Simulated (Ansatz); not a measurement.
Input

```
crystal:
  periodic: [false, false, false]
  atoms:
    - { symbol: Al, position_ang: [0.0, 0.0, 0.0] }
    - { symbol: H, position_ang: [0.0, 0.0, 1.91] }
    - { symbol: H, position_ang: [1.351, 0.0, -0.78] }
    - { symbol: H, position_ang: [-1.351, 0.0, -0.78] }
    - { symbol: P, position_ang: [0.1078, -2.446, 0.8135] }
    - { symbol: H, position_ang: [-0.6605, -3.268, -0.0528] }
    - { symbol: H, position_ang: [1.4574, -2.8876, 0.8103] }
    - { symbol: H, position_ang: [0.043, -0.9763, 1.965] }
basis:
  gaussian: { orbitals: def2-SVP }
hamiltonian:
  xc: pbe
  dispersion: d4
relax:
  f_tol: 0.15
  max_steps: 25
  restrain:
    - { distance: [0, 4], at: 3.48, k: 30.0 }
    - { distance: [7, 1], at: 1.86, k: 30.0 }
    - { distance: [0, 1], at: 1.56, k: 30.0 }
    - { distance: [7, 4], at: 1.42, k: 30.0 }
output:
  orbitals: {}
```

Run with:

```sh
ansatz run input.yaml --threads 1 --pin off --max-ram 2048MiB --backend cpu --events-out ev --progress --plain --runs-dir out
```

The fields are those of the run's last geometry, not of the input's.

Not at a stationary point (largest force 0.5 eV/Å).

Theory: Ansatz, RKS PBE-D4/def2-SVP.

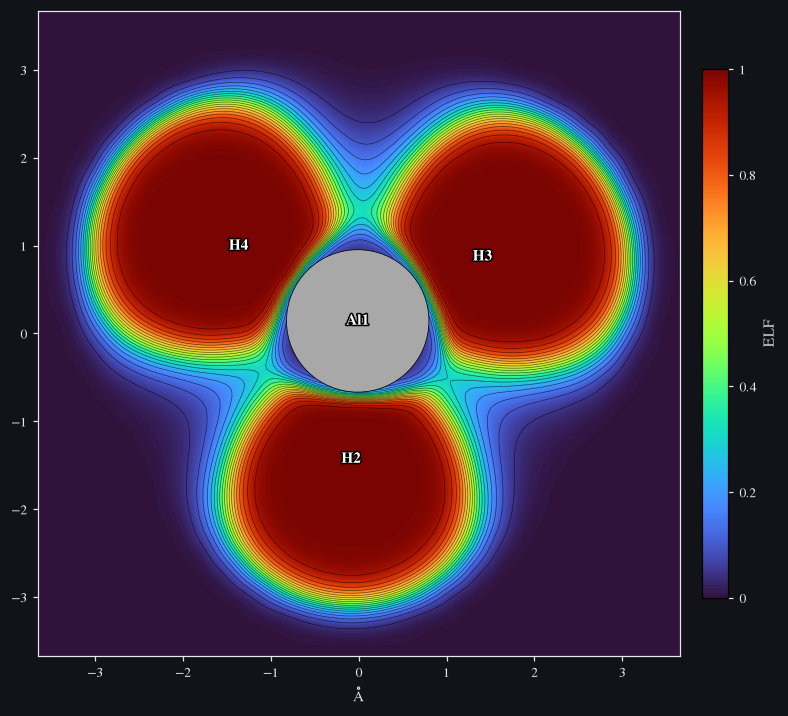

AlH₃···PH₃. Electron localisation function on the plane of atoms H2, Al1 and H3. Grey discs cover the atomic cores.

> Describe what can be read from this map.

The section cuts through Al and H sites. Al–H (1.57 Å): the ELF climbs to about 1 towards the hydrogen.
